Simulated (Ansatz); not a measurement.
## Electronic structure of CH$_{2}$ClSn (SMILES [CH2]=[Sn][Cl]) (doublet) in real space

Input file:

```
basis:
  gaussian:
    orbitals: def2-TZVPD
crystal:
  periodic: [false, false, false]
  atoms:
    - symbol: C
      position_ang: [-0.820361, 0.681917, -0.875880]
    - symbol: Cl
      position_ang: [0.002303, -1.453294, 1.609641]
    - symbol: Sn
      position_ang: [-0.267789, -1.448000, -0.827021]
    - symbol: H
      position_ang: [-0.869084, 1.294893, 0.044793]
    - symbol: H
      position_ang: [-1.072918, 1.241375, -1.798713]
magnetization:
  spin_polarized: true
  initial_magnetization: 1
hamiltonian:
  xc: {name: PBE0}
output: {forces: true, orbitals: {seedname: orbitals}}
```

Command:

```sh
ansatz run input.yaml --threads 1 --pin off --max-ram 2610MiB --events-out events.jsonl --progress --plain --runs-dir runs
```

Geometry: BLYP-D3(BJ)/def2-SVP; core potentials replace the inner electrons of Sn.

The calculation used Ansatz, isolated molecule in a Gaussian basis; Kohn-Sham density functional theory, functional PBE0.

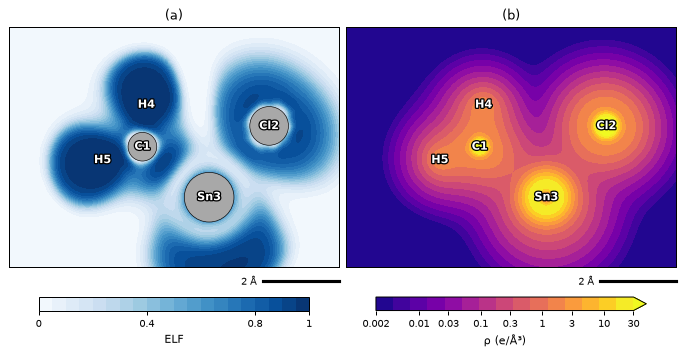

Figure 1. (a) ELF; (b) electron density on the molecular plane. Grey discs cover the atomic cores in the ELF map.

Q: Interpret the plot.

A:
- The section cuts through C, Cl, Sn and H sites.
- C–Sn (2.20 Å): the density is about 0.64 e/Å³ at the midpoint; the ELF peaks at about 0.95 in the valence shell of C, 0.7 Å from its nucleus, and drops to about 0.20 between the two atoms.
- Sn–Cl (2.45 Å): ρ is about 0.49 e/Å³ halfway; the ELF peaks at about 0.85 in the valence shell of Cl, 0.9 Å from its nucleus, and drops to about 0.15 between the two atoms.
- C–H (1.11 Å): the density is about 2 e/Å³ at the midpoint; the ELF climbs to about 1 towards the hydrogen, as it does in any bond to H: a covalent bond by its length.
- The ELF also peaks beside Cl2, away from the bonds: non-bonding electrons, paired or unpaired.

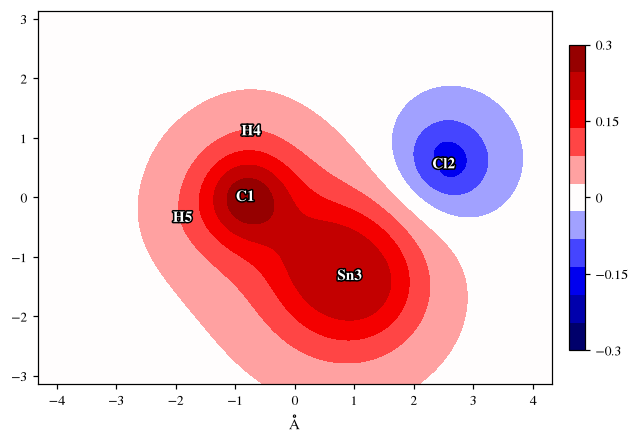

Figure 2. The LUMO (β) on a plane 0.8 Å above the molecular plane (values in Å⁻³ᐟ²; the overall sign is arbitrary).

Q: What is the character of this orbital?

A: It lies mainly on Sn3 (about 60 %), C1 (about 30 %) and Cl2 (about 5 %); it changes sign across the molecular plane (π type); π-bonding across C1–Sn3. Its energy is −3.60 eV.

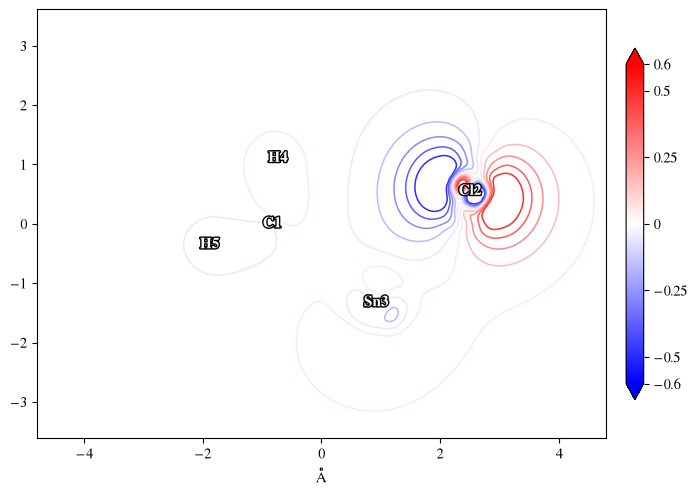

Figure 3. The HOMO−1 (β) on the molecular plane (values in Å⁻³ᐟ²; the overall sign is arbitrary).

Q: Where does this orbital lie, and at what energy?

A: Its weight (Hirshfeld) is mainly on Cl2 (about 85 %) and Sn3 (about 15 %); it is symmetric in the molecular plane (an in-plane orbital: σ, lone-pair or in-plane π type); largely a lone pair of Cl2. Its energy is −8.54 eV.
